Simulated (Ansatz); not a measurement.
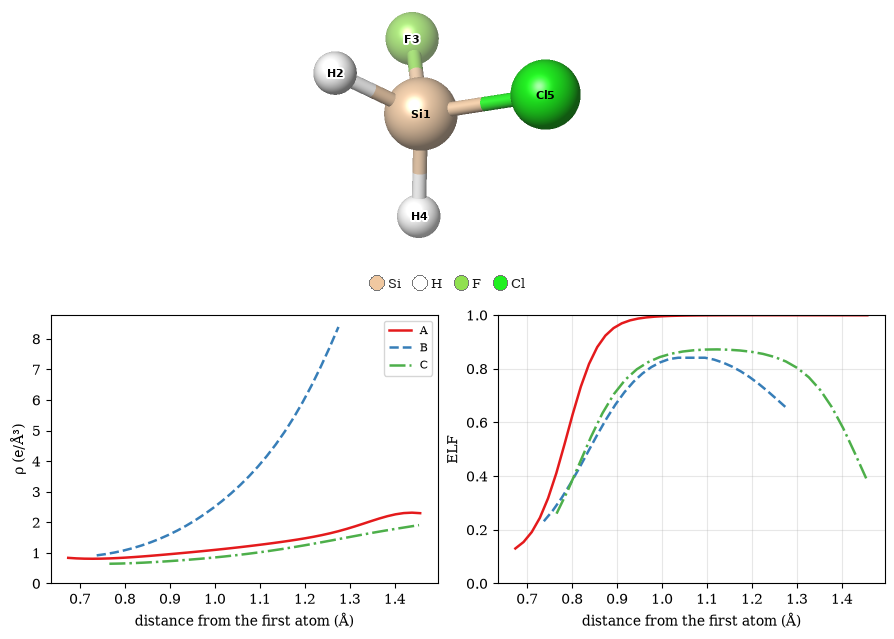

The picture shows: ClFH2Si. Total electron density and ELF along straight lines between neighbouring atoms. The curves leave out the atomic cores. The structure is drawn too.

Not at a stationary point (largest force 1.5 eV/Å).

Level of theory: RKS LDA/def2-SVP (Ansatz).

Input

```
crystal:
  periodic: [false, false, false]
  atoms:
    - { symbol: Si, position_ang: [0.0, 0.0, 0.0] }
    - { symbol: H, position_ang: [0.8854, 0.0, 1.4041] }
    - { symbol: F, position_ang: [1.7331, 0.0, 0.448] }
    - { symbol: H, position_ang: [-0.6877, 1.1914, -0.4862] }
    - { symbol: Cl, position_ang: [-1.0032, -1.7381, -0.7093] }
basis:
  gaussian: { orbitals: def2-SVP }
hamiltonian:
  xc: lda
relax:
  f_tol: 0.15
  max_steps: 25
  restrain:
    - { distance: [1, 2], at: 2.12, k: 30.0 }
    - { distance: [0, 1], at: 1.46, k: 30.0 }
    - { distance: [0, 2], at: 1.59, k: 30.0 }
output:
  orbitals: {}
```

Launched as:

```sh
ansatz run input.yaml --threads 1 --pin off --max-ram 2048MiB --backend cpu --events-out ev --progress --plain --runs-dir out
```

The fields are those of the run's last geometry, not of the input's.

> Which curve belongs to which contact (Si–Cl, Si–F and Si–H)? The first atom named is at distance zero.

Curve A: Si–H (1.46 Å): the density is about 0.81 e/Å³ at the midpoint; the ELF climbs to about 1 towards the hydrogen, as it does in any bond to H. Curve B: Si–F (1.59 Å): ρ at the midpoint is about 1.1 e/Å³; the ELF peaks at about 0.85 in the valence shell of F, 0.6 Å from its nucleus, and is about 0.35 at the midpoint. Curve C: Si–Cl (2.04 Å): ρ at the midpoint is about 0.88 e/Å³; the ELF peaks at about 0.85 between the atoms: a polar covalent bond.
